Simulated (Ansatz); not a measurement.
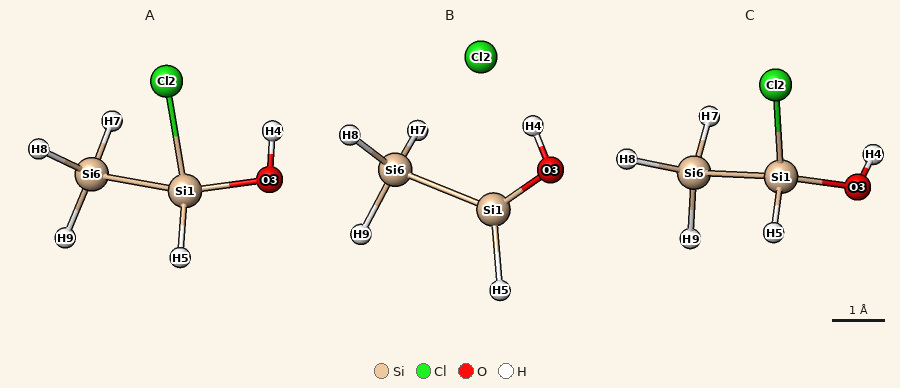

3 geometries from one relaxation of Si₂H₅OCl (started from a transition state, displaced along its imaginary mode), in shuffled order. A ball-and-stick model, seen at a tilt.

Method: RKS PBE0-D4/def2-TZVP (Ansatz). Set-up: force threshold 0.005 eV/Å; at most 200 steps.

**Put them in the order of the run, from the start to the converged end.**

B, A, C. They are steps 0, 14, 30, at +306.3 kJ/mol, +98.1 kJ/mol relative to the last. The energy falls by 306.3 kJ/mol in 26 accepted moves (30 points after the start). The largest force component goes from 4.2 to 0.0042 eV/Å. The line search rejected the trial steps at points 4, 19, 23, 27 of the run. The largest move after the best rigid fit is that of H4, 1.75 Å. By element the largest moves are H 1.75 Å, Cl 1.63 Å, O 0.94 Å, Si 0.83 Å. Among the contacts that change: Cl2–H4 1.811 → 3.299 Å, Si1–Cl2 2.985 → 2.067 Å, Cl2–Si6 2.936 → 3.529 Å, Si1–H4 1.913 → 2.257 Å. New bonds form, among them: Si1–Cl2 (2.99 → 2.07 Å). Bond angles that change, for instance: Si1–O3–H4 100.1° → 118.2°, O3–Si1–Si6 129.7° → 113.1°, H7–Si6–H8 118.1° → 109.3°.
